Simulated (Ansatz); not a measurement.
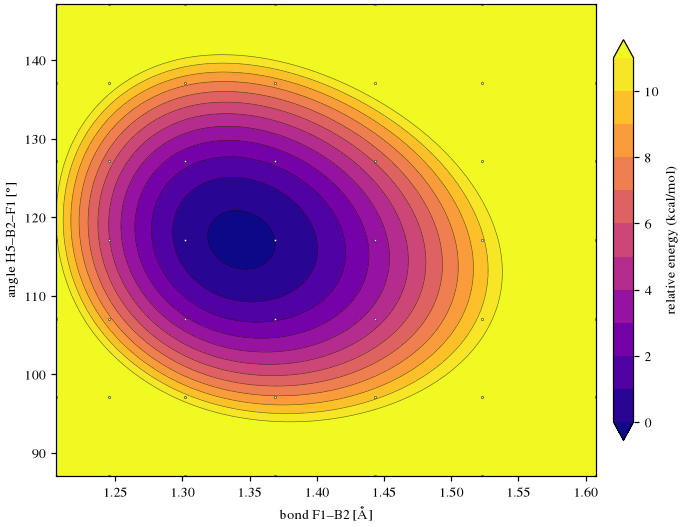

BFH3NSi, SMILES FBN=[SiH2]. Two internal coordinates are moved rigidly from the geometry relaxed at PBE0-D4/def2-TZVP, all others fixed. First axis: bond F1–B2. Second axis: angle H5–B2–F1. Grid: 7 × 7 points. Points are written as (first, second). All energies are given in kcal/mol relative to the lowest grid point. Level of theory: Ansatz 0.2.0, RKS r2SCAN-D4/def2-TZVPP.

Drawn: filled contours, dots at the grid points, one colour for all values above the top of the scale. Between grid points the surface is interpolated.

Estimate the position of the minimum and the force constants in these coordinates.

Answer. The interpolated minimum is at bond F1–B2 ≈ 1.343 Å, angle H5–B2–F1 ≈ 117°. The curvatures there are about 39 eV/Å² and 5.9 eV/rad², with a cross term of about 2.1 eV/(Å·rad). Round the minimum the two coordinates are weakly coupled (coupling 0.14 in units of the two stiffnesses). (1 eV is 23.1 kcal/mol.)
